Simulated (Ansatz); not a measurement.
## Electronic structure of H6NSi2 (charge −1) in real space

The calculation's input:

```
crystal:
  periodic: [false, false, false]
  atoms:
    - { symbol: "N", position_ang: [-0.6721, 0.9163, -1.4542] }
    - { symbol: Si, position_ang: [-0.49564, 0.89119, 0.35592] }
    - { symbol: Si, position_ang: [-1.5104, 2.75325, 1.06456] }
    - { symbol: H, position_ang: [-1.3002, 0.18607, -1.7694] }
    - { symbol: H, position_ang: [-1.07853, 1.7914, -1.76157] }
    - { symbol: H, position_ang: [-1.5059, -0.23138, 0.56184] }
    - { symbol: H, position_ang: [-2.79615, 3.53179, 0.97276] }
    - { symbol: H, position_ang: [-0.57672, 3.89963, 0.80745] }
    - { symbol: H, position_ang: [-1.42795, 2.646, 2.55771] }
total_charge: -1
basis:
  gaussian: { orbitals: def2-SVP }
hamiltonian:
  xc: pbe
  dispersion: d4
relax:
  f_tol: 0.015
  max_steps: 40
output:
  orbitals: {}
```

Launched as:

```sh
ansatz run input.yaml --threads 1 --pin off --max-ram 2048MiB --backend cpu --events-out ev --progress --plain --runs-dir out
```

The fields are those of the relaxed geometry.

The highest occupied orbital lies above zero, a sign that basis and functional describe the outermost electron poorly.

Method: RKS PBE-D4/def2-SVP (Ansatz 0.2.0).

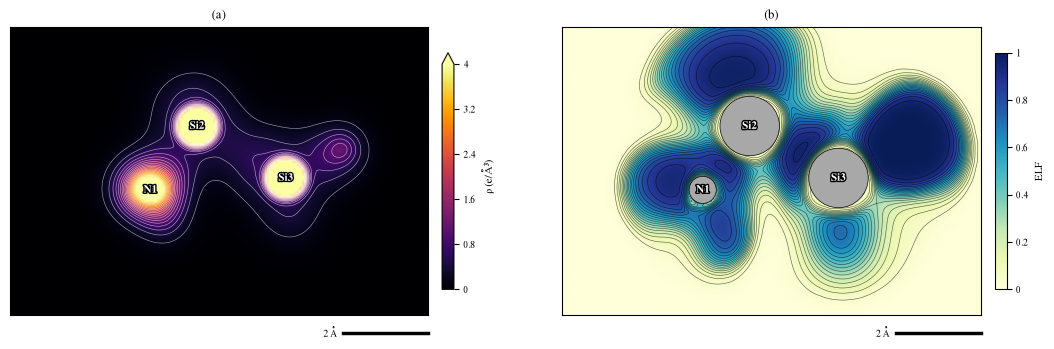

Figure 1. (a) total electron density; (b) electron localisation function on the plane of atoms N1, Si2 and Si3. Grey discs cover the atomic cores in the ELF map.

Question: Read the bonding off the picture.

Answer: The section cuts through N and Si sites.
Si–N (1.87 Å): ρ is about 0.83 e/Å³ halfway; the ELF peaks at about 0.90 between the atoms: a polar covalent bond.
Si–Si (2.42 Å): ρ at the midpoint is about 0.53 e/Å³; the ELF peaks at about 0.95 between the atoms, as expected for localised, covalent bonding.
The ELF also peaks beside N1 and Si2, away from the bonds: lone-pair regions.

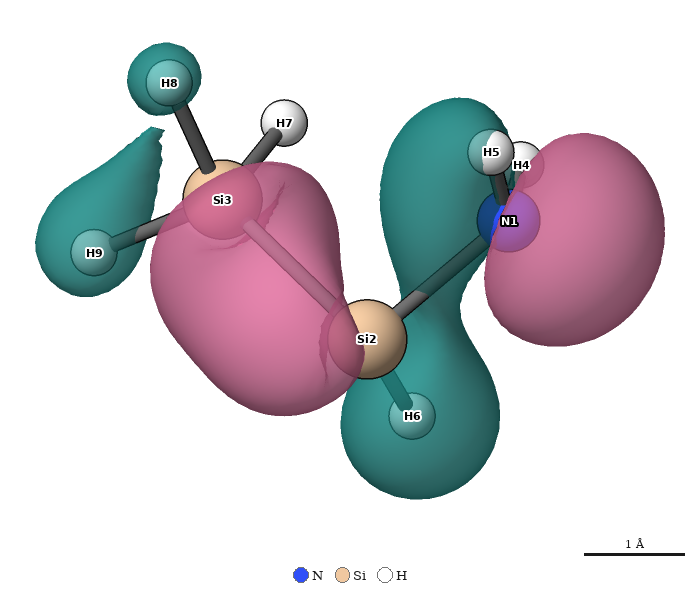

Figure 2. The HOMO−1 at ±0.1 Å⁻³ᐟ² (teal and pink are the two phases), seen at a tilt.

Question: What is the character of this orbital?

Answer: By Hirshfeld shares it lies mainly on N1 (about 45 %), Si2 (about 20 %), Si3 (about 15 %) and H6 (about 10 %). Its energy is −0.20 eV.

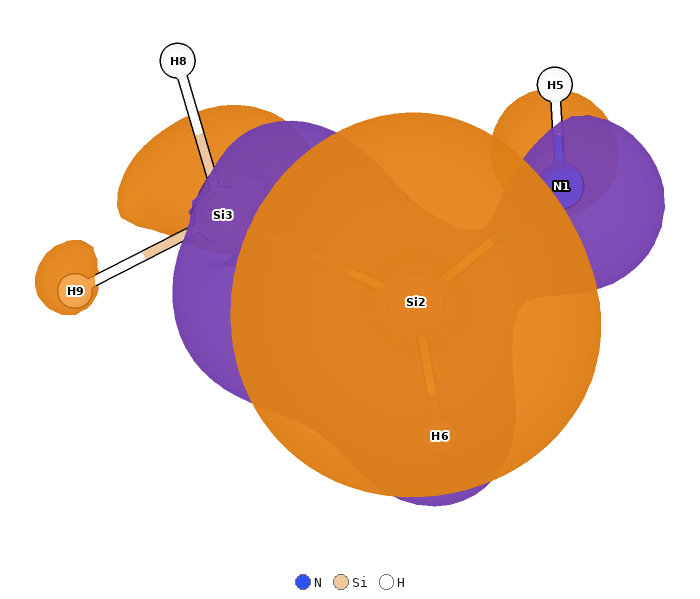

Figure 3. The HOMO at ±0.08 Å⁻³ᐟ² (orange and purple are the two phases), seen at a tilt.

Question: Where does this orbital lie, and at what energy?

Answer: By Hirshfeld shares it lies mainly on Si2 (about 70 %), Si3 (about 15 %) and N1 (about 5 %). Its energy is 0.80 eV.
